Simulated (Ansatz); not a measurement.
**ClH2OSi (SMILES O[SiH+]Cl) (charge +1): density, localisation and related maps**

Input

```
crystal:
  periodic: [false, false, false]
  atoms:
    - {symbol: Cl, position_ang: [0.675441, 2.732020, -1.486388]}
    - {symbol: O, position_ang: [-0.503213, 3.898224, 1.143500]}
    - {symbol: Si, position_ang: [-0.552750, 3.808852, -0.419464]}
    - {symbol: H, position_ang: [0.093685, 3.469595, 1.773625]}
    - {symbol: H, position_ang: [-1.607016, 4.606366, -1.038246]}
basis:
  gaussian: {orbitals: def2-TZVPD}
total_charge: 1
hamiltonian: {xc: {name: PBE0}}
output: {forces: true, orbitals: {seedname: orbitals}}
```

Run with:

```sh
ansatz run input.yaml --threads 2 --pin off --max-ram 4350MiB --events-out events.jsonl --progress --plain --runs-dir runs
```

Geometry: r2SCAN-D4/def2-TZVP.

Method: isolated molecule in a Gaussian basis; Kohn-Sham density functional theory, functional PBE0 (Ansatz).

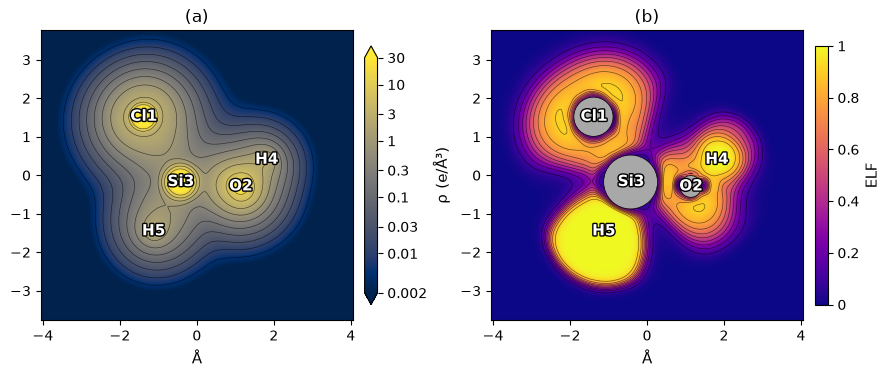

Figure 1. (a) electron density; (b) electron localisation function on the molecular plane. Grey discs cover the atomic cores in the ELF map.

Q: Interpret the plot.

A:
- The section cuts through Cl, O, Si and H sites.
- Si–O (1.57 Å): ρ is about 1.4 e/Å³ halfway; the ELF peaks at about 0.85 between the atoms: a polar covalent bond.
- Si–Cl (1.95 Å): ρ is about 1.1 e/Å³ halfway; the ELF peaks at about 0.85 between the atoms, as expected for a polar covalent bond.
- O–H (0.97 Å): ρ is about 3.8 e/Å³ halfway; the ELF climbs to about 1 towards the hydrogen, as it does in any bond to H: a covalent bond by its length.
- Si–H (1.46 Å): ρ at the midpoint is about 0.91 e/Å³; the ELF climbs to about 1 towards the hydrogen.
- The ELF also peaks beside O2 and Cl1, away from the bonds: lone-pair regions.

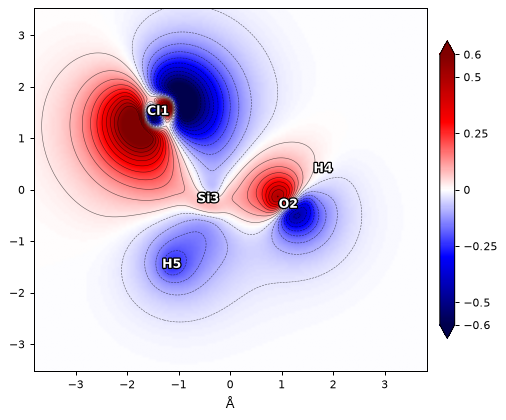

Figure 2. The HOMO on the molecular plane (values in Å⁻³ᐟ²; the overall sign is arbitrary).

Q: What is the character of this orbital?

A: Its weight (Hirshfeld) is mainly on Cl1 (about 80 %) and O2 (about 5 %); it is symmetric in the molecular plane (an in-plane orbital: σ, lone-pair or in-plane π type); largely a lone pair of Cl1. Its energy is −16.13 eV.

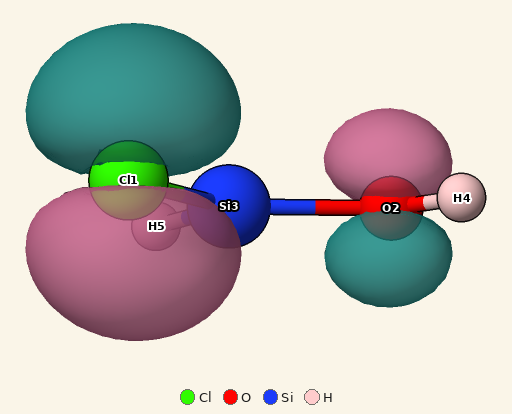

Figure 3. The HOMO−1 at ±0.15 Å⁻³ᐟ² (teal and pink are the two phases), seen from one side.

Q: Describe this orbital and give its energy.

A: By Hirshfeld shares it lies mainly on Cl1 (about 75 %) and O2 (about 15 %); it changes sign across the molecular plane (π type); π-antibonding (a node) across O2–Si3. Its energy is −16.40 eV.
